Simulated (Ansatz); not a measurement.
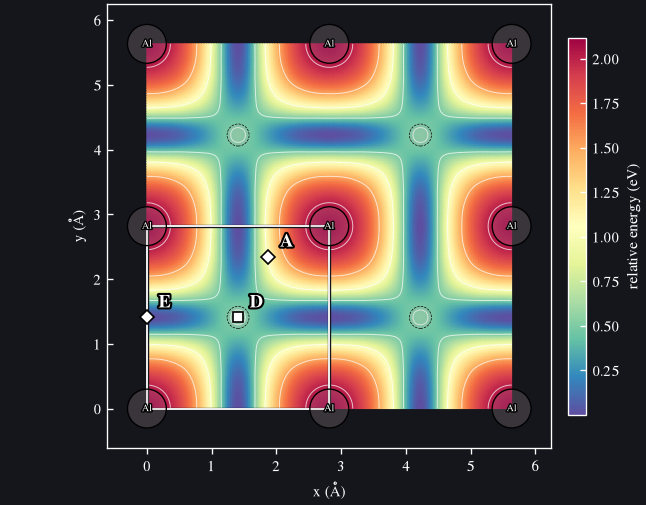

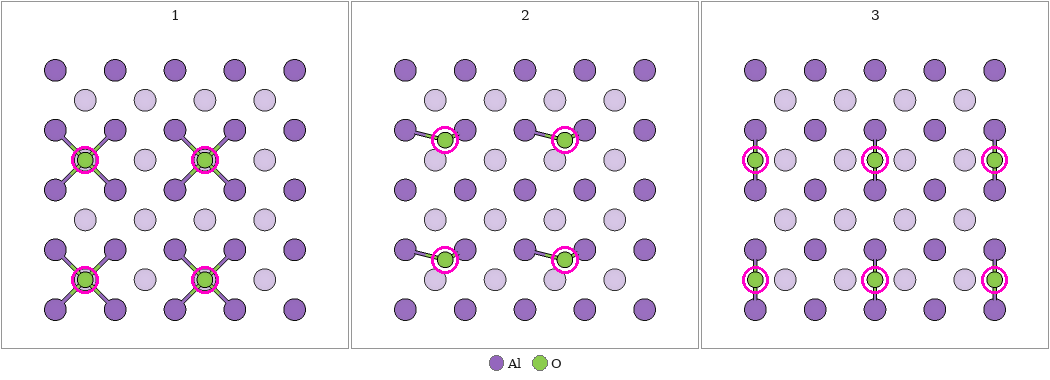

O on an Al(100) slab cut from the Fm-3m phase, its upper half relaxed before the scan (12 atoms of substrate and one adsorbate in a 2 × 2 cell). 
- O is moved over the surface cell; relaxed at each place: the height of the adsorbate's atoms; substrate rigid; the origin of the map has the adsorbate above Al9.
- Places are given modulo a cell vector. The map is drawn in real space over the plane of the surface.
- The scan uses a 6 × 6 grid; 10 points were computed and 26 follow by symmetry.
- Places are given in fractions of the 1 × 1 surface cell.
- Energies are in eV, from the lowest grid point.
- Computed with DFT LDA, scalar-relativistic, plane waves, PAW (Ansatz). Settings: cutoff 420 eV, k-mesh 5×5×1, gaussian smearing 0.1 eV, no spin polarisation.

In the figure: a smooth colour map with a few white contour lines, labelled circles for the atoms of the top layer and small ones for the second layer, the outline of one cell of the 2 × 2 shown, lettered points. Between grid points the surface is interpolated. The numbered pictures are the structures at these points, in random order. Rings mark the moved atoms.

### Which structure belongs to which point?

A is structure 2: (4/6, 5/6) of the cell vectors [nearest 1 Al at 1.64 Å], 1.06 eV; D is structure 1: a fourfold hollow over a second-layer Al atom, (3/6, 3/6) of the cell vectors, 0.52 eV; E is structure 3: a bridge site between two Al atoms, (0/6, 3/6) of the cell vectors, 0.00 eV.
